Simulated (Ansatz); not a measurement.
# CH₇AlClNSi: small, medium and large basis sets

Aim: see how fast density functionals converge with the basis set for CH₇AlClNSi.

Method: one geometry, several basis sets; program: Ansatz 0.2.0, Gaussian basis.

Plan: PBE0-D4/def2-SVP; ωB97M-V/def2-SVP; PBE0-D4/def2-QZVPP; ωB97M-V/def2-QZVPP; the functionals' def2-TZVPP values are taken from earlier runs.

## Step 1: Structure used throughout

An earlier PBE0-D4 in a triple-zeta def2 set relaxation fixed the geometry.

12 atoms, charge 0, spin multiplicity 1.

Atoms are counted from 1 here; the program's logs count them from 0.

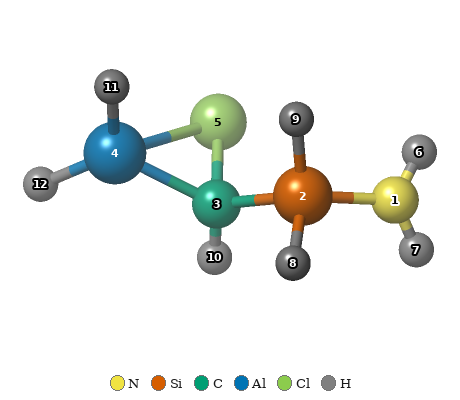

The structure; nitrogen yellow, silicon orange, carbon teal, aluminium blue, chlorine green, hydrogen grey; atoms are numbered from 1 in the order of the file.

## Step 2: PBE0-D4 in def2-SVP

in.yaml

```yaml
crystal:
  periodic: [false, false, false]
  atoms:
    - {symbol: N, position_ang: [-1.175702, 0.602894, 2.041599]}
    - {symbol: Si, position_ang: [-0.176152, -0.375552, 1.053636]}
    - {symbol: C, position_ang: [0.584985, 0.385967, -0.472639]}
    - {symbol: Al, position_ang: [0.991014, -0.633780, -2.107698]}
    - {symbol: Cl, position_ang: [-0.762630, 0.978532, -1.623575]}
    - {symbol: H, position_ang: [-2.139790, 0.759568, 1.798947]}
    - {symbol: H, position_ang: [-0.802007, 1.367034, 2.579533]}
    - {symbol: H, position_ang: [1.000487, -0.812417, 1.854233]}
    - {symbol: H, position_ang: [-1.001158, -1.524297, 0.606746]}
    - {symbol: H, position_ang: [1.203358, 1.265819, -0.291963]}
    - {symbol: H, position_ang: [0.347464, -2.069808, -2.263440]}
    - {symbol: H, position_ang: [2.007132, 0.000840, -3.141381]}
basis:
  gaussian: {orbitals: def2-SVP}
hamiltonian: {xc: pbe0, dispersion: d4}
output: {orbitals: {seedname: orbitals}}
```

On the command line:

```bash
> ansatz run in.yaml --threads 4 --pin off --events-out ev --progress --plain --max-ram 10444MiB
```

The log of the run:

```text
Functional definition: PBE0
  name "PBE0"
  cite "Adamo & Barone, J. Chem. Phys. 110, 6158 (1999) doi:10.1063/1.478522"
  cite "Perdew, Burke & Ernzerhof, Phys. Rev. Lett. 77, 3865 (1996) doi:10.1103/PhysRevLett.77.3865"
  parent pbe
  parameter a = 0.25
  parameter kappa = 0.804
  parameter beta = 0.06672455060314922
  exchange = (1 - a)*pbe_x(kappa = kappa, mu = beta*pi^2/3) + a*exact_x
  correlation = pbe_c(beta = beta)
1134 factors; integrals over basis functions are off by at most 1.2e-3 eV
mean field evaluation 1: about -29606.9847 eV, gradient 5.9e1 eV
mean field evaluation 2: about -29600.8971 eV, gradient 7.5e1 eV
mean field evaluation 4: about -29614.4148 eV, gradient 1.5e0 eV
mean field evaluation 8: about -29614.5648 eV, gradient 2.5e-1 eV
mean field evaluation 16: about -29614.5649 eV, gradient 3.2e-5 eV
mean field -29614.56493112 eV, -1088.3151877456 hartree, gradient 3.1e-5 eV, S^2 0.000000; 0 other end points of the search recorded, 0 dependent functions left out
reference -29614.56496524 eV, -1088.3151889993 hartree; 32, 32 occupied and 85, 85 virtual orbitals, 1134 factors
Total energy: -29614.83314399 eV, -1088.3250443869 hartree
```

Wall time 0.5 s (4 threads of AMD EPYC 9R05, shared host).

## Step 3: ωB97M-V in def2-SVP

Edit in.yaml of step 2 so:

```diff
@@ -17,3 +17,3 @@
   gaussian: {orbitals: def2-SVP}
-hamiltonian: {xc: pbe0, dispersion: d4}
+hamiltonian: {xc: {name: wB97M-V}}
 output: {orbitals: {seedname: orbitals}}
```

Same command.

The log of the run, cut to the lines that bear on the results:

```text
Functional definition: wB97M-V
  name "wB97M-V"
  cite "Mardirossian & Head-Gordon, J. Chem. Phys. 144, 214110 (2016) doi:10.1063/1.4952647"
  cite "Becke, J. Chem. Phys. 107, 8554 (1997) doi:10.1063/1.475007"
  cite "Vydrov & Van Voorhis, J. Chem. Phys. 133, 244103 (2010) doi:10.1063/1.3521275"
  # Of w^i u^j: cxij and so on, Table III.
[...]
  gx(w, u) = 1 - cx + cx01*u + cx10*w
  gss(w, u) = css00 + css04*u^4 + css10*w + css20*w^2 + css43*w^4*u^3
  gos(w, u) = cos00 + cos10*w + (cos20 + cos21*u)*w^2 + (cos60 + cos61*u)*w^6
[...]
      + integral(e_c_pw_mod_opposite_spin*gos(b97_w_opposite, b97_u_opposite)) + vv10(b, c)
1134 factors; integrals over basis functions are off by at most 1.2e-3 eV
369 factors; integrals over basis functions are off by at most 9.4e-6 eV
[...]
mean field -29625.24837931 eV, -1088.7077972252 hartree, gradient 3.7e-5 eV, S^2 0.000000; 0 other end points of the search recorded, 0 dependent functions left out
reference -29625.24843329 eV, -1088.7077992086 hartree; 32, 32 occupied and 85, 85 virtual orbitals, 1134 factors
Total energy: -29625.24843329 eV, -1088.7077992086 hartree
```

It took 1.9 s on 4 threads of AMD EPYC 9R05, shared host.

## Step 4: PBE0-D4 in def2-QZVPP

Edit in.yaml of step 3 so:

```diff
@@ -16,4 +16,4 @@
 basis:
-  gaussian: {orbitals: def2-SVP}
-hamiltonian: {xc: {name: wB97M-V}}
+  gaussian: {orbitals: "def2-QZVPP.json"}
+hamiltonian: {xc: pbe0, dispersion: d4}
 output: {orbitals: {seedname: orbitals}}
```

Same command.

The log of the run:

```text
Functional definition: PBE0
  name "PBE0"
  cite "Adamo & Barone, J. Chem. Phys. 110, 6158 (1999) doi:10.1063/1.478522"
  cite "Perdew, Burke & Ernzerhof, Phys. Rev. Lett. 77, 3865 (1996) doi:10.1103/PhysRevLett.77.3865"
  parent pbe
  parameter a = 0.25
  parameter kappa = 0.804
  parameter beta = 0.06672455060314922
  exchange = (1 - a)*pbe_x(kappa = kappa, mu = beta*pi^2/3) + a*exact_x
  correlation = pbe_c(beta = beta)
1940 factors; their error is unknown
mean field evaluation 1: about -29616.8429 eV, gradient 7.5e1 eV
mean field evaluation 2: about -29602.7967 eV, gradient 1.0e2 eV
mean field evaluation 4: about -29628.1322 eV, gradient 3.1e0 eV
mean field evaluation 8: about -29628.1772 eV, gradient 2.9e-1 eV
mean field evaluation 16: about -29628.1773 eV, gradient 3.3e-5 eV
mean field -29628.17726679 eV, -1088.8154318546 hartree, gradient 3.3e-5 eV, S^2 0.000000; 0 other end points of the search recorded, 0 dependent functions left out
reference -29628.17731556 eV, -1088.8154336469 hartree; 32, 32 occupied and 502, 502 virtual orbitals, 1940 factors
Total energy: -29628.44549431 eV, -1088.8252890344 hartree
```

Wall time 4.4 s (4 threads of AMD EPYC 9R05, shared host); peak memory 2.5 GiB.

## Step 5: ωB97M-V in def2-QZVPP

Edit in.yaml of step 4 so:

```diff
@@ -17,3 +17,3 @@
   gaussian: {orbitals: "def2-QZVPP.json"}
-hamiltonian: {xc: pbe0, dispersion: d4}
+hamiltonian: {xc: {name: wB97M-V}}
 output: {orbitals: {seedname: orbitals}}
```

Launched as before.

The log of the run, cut to the lines that bear on the results:

```text
Functional definition: wB97M-V
  name "wB97M-V"
  cite "Mardirossian & Head-Gordon, J. Chem. Phys. 144, 214110 (2016) doi:10.1063/1.4952647"
  cite "Becke, J. Chem. Phys. 107, 8554 (1997) doi:10.1063/1.475007"
  cite "Vydrov & Van Voorhis, J. Chem. Phys. 133, 244103 (2010) doi:10.1063/1.3521275"
  # Of w^i u^j: cxij and so on, Table III.
[...]
  gx(w, u) = 1 - cx + cx01*u + cx10*w
  gss(w, u) = css00 + css04*u^4 + css10*w + css20*w^2 + css43*w^4*u^3
  gos(w, u) = cos00 + cos10*w + (cos20 + cos21*u)*w^2 + (cos60 + cos61*u)*w^6
[...]
      + integral(e_c_pw_mod_opposite_spin*gos(b97_w_opposite, b97_u_opposite)) + vv10(b, c)
1861 factors; their error is unknown
456 factors; integrals over basis functions are off by at most 1.3e-5 eV
[...]
mean field -29638.90160009 eV, -1089.2095438341 hartree, gradient 7.5e-5 eV, S^2 0.000000; 0 other end points of the search recorded, 0 dependent functions left out
reference -29638.90167889 eV, -1089.2095467299 hartree; 32, 32 occupied and 502, 502 virtual orbitals, 1861 factors
Total energy: -29638.90167889 eV, -1089.2095467299 hartree
```

Wall time 9 s (4 threads of AMD EPYC 9R05, shared host); peak memory 2.7 GiB.

## Step 6: Functionals by basis

The def2-TZVPP values come from earlier runs at the same geometry.

```
functional       basis  functions  energy (eV)  from the largest (eV)  HOMO (eV)  LUMO (eV)
   PBE0-D4    def2-SVP        117  -29614.8331                 13.612      -7.14      -0.58
   PBE0-D4  def2-TZVPP        286  -29627.4366                  1.009      -7.30      -0.79
   PBE0-D4  def2-QZVPP        534  -29628.4455                  0.000      -7.33      -0.91
   ωB97M-V    def2-SVP        117  -29625.2484                 13.653      -9.40       1.18
   ωB97M-V  def2-TZVPP        286  -29637.9457                  0.956      -9.56       0.87
   ωB97M-V  def2-QZVPP        534  -29638.9017                  0.000      -9.59       0.51
```

## Step 7: Results

```
                                       quantity           value
PBE0-D4: double and triple zeta above quadruple  13.61, 1.01 eV
ωB97M-V: double and triple zeta above quadruple  13.65, 0.96 eV
```

PBE0-D4 gains 12.60 eV from double to triple zeta, then 1.01 eV more. Total energies overstate the basis error of differences, where much of it tends to cancel. The LUMO of ωB97M-V is positive and keeps falling with the basis (1.18 to 0.51 eV): an unbound level that the basis holds in place.

For PBE0-D4 the largest set took about 9 times as long as the smallest (4.4 s against 0.5 s).
